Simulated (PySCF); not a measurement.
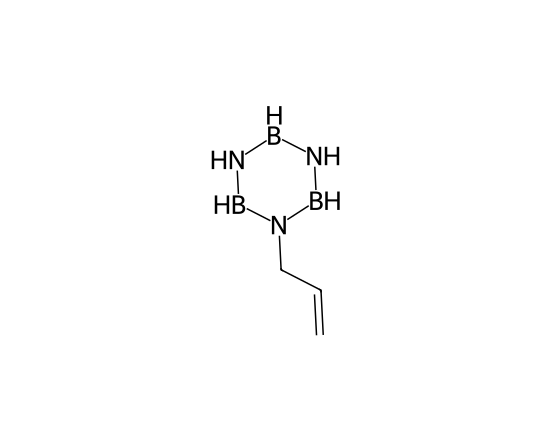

The picture comes from a calculation with PySCF.

2D structure.

**Give its SMILES.**

C=CCN1BNBNB1

**Give the formula, hydrogens included.**

C3H10B3N3.
